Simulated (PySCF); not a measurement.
**C3H7ClOSi (SMILES C/C=C(/Cl)O[SiH3]): density, localisation and related maps**

```xyz
13

C    -2.1071   -0.0013    0.8889
C    -1.3614   -0.2736   -0.3771
C    -0.0404   -0.1947   -0.4733
Cl    0.7440   -0.5326   -1.9923
O     0.7754    0.1304    0.5187
Si    2.4106    0.2726    0.5677
H    -1.4175    0.2628    1.6850
H    -2.8117    0.8163    0.7417
H    -2.6750   -0.8821    1.1865
H    -1.9355   -0.5474   -1.2473
H     2.5211    0.6485    1.9676
H     3.0378   -1.0063    0.2427
H     2.8552    1.3079   -0.3624
```

Geometry: GFN2-xTB.

Method: PySCF 2.14.0, PBE0/pcSseg-1, SCF density, gas phase, non-relativistic.

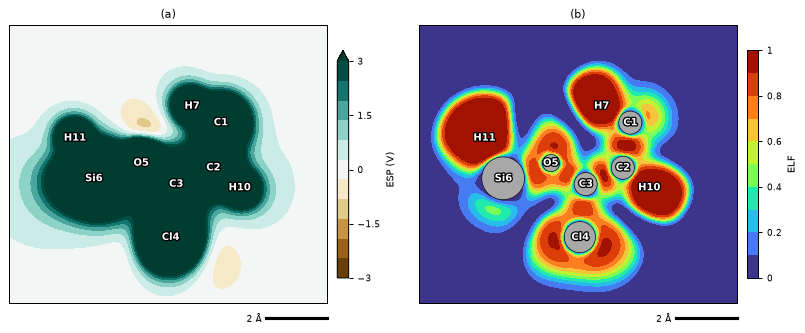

Figure 1. (a) molecular electrostatic potential; (b) ELF on the plane of atoms O5, Si6 and H11. Grey discs cover the atomic cores in the ELF map.

What do the fields say about this system?

Answer.
- Atoms in the plane: C, Cl, O, Si and H.
- C–O (1.32 Å): the ELF peaks at about 0.90 between the atoms (a shared but strongly polarised pair).
- C–C (1.33 Å): the ELF peaks at about 0.95 between the atoms; a short, multiple covalent bond.
- Si–O (1.64 Å): the ELF peaks at about 0.90 between the atoms (a shared but strongly polarised pair).
- C–Cl (1.74 Å): the ELF peaks at about 0.90 between the atoms: a shared electron pair.
- C–H (1.08 Å): the ELF climbs to about 1 towards the hydrogen, as it does in any bond to H; a covalent bond by its length.
- The ELF also peaks beside Cl4 and O5, away from the bonds: lone-pair regions.
- Outside the dense part of the molecule the potential is most negative (−0.9 V) near O5.

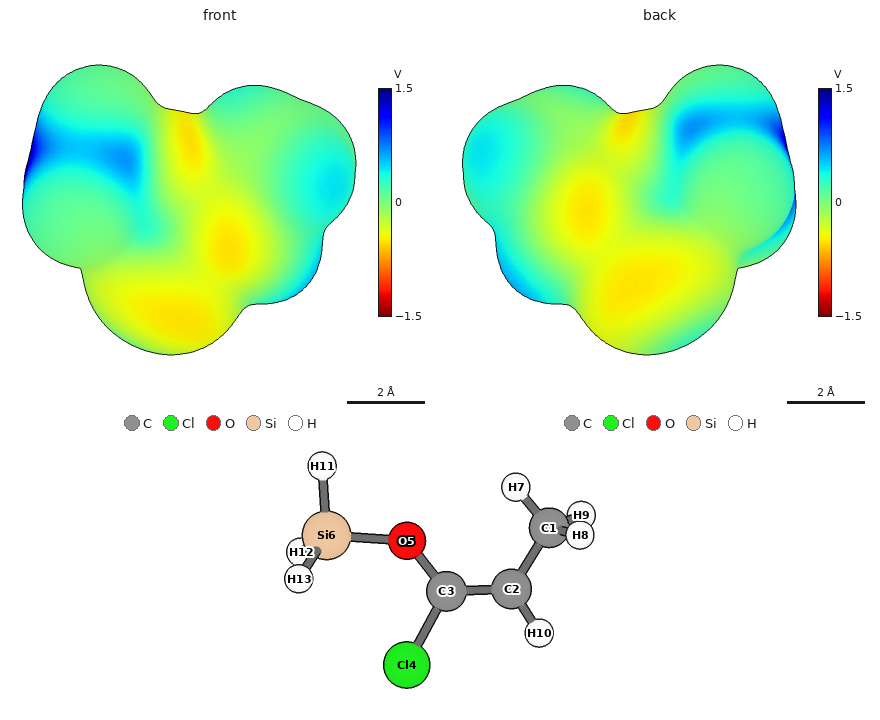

Figure 2. The electrostatic potential painted on the density surface at 0.001 e/bohr³, seen from the front and from behind; red is negative and blue positive. The bare structure is drawn below in the same view.

Which sites attract a positive test charge, and which a negative one?

Answer. A positive charge is drawn to the negative regions and a negative charge to the positive ones. The most negative region (about −0.5 V, or −12 kcal/mol for a unit charge) lies over C2, C3, Cl4 and O5, the most positive (about +1.4 V, or +32 kcal/mol for a unit charge) over Si6. Cl4 shows a σ-hole: about +0.2 V at the tip opposite its bond, against about −0.4 V, or −9 kcal/mol for a unit charge on its flanks.

How polar is the molecule by this calculation?

Answer. Its dipole moment is 0.85 D.
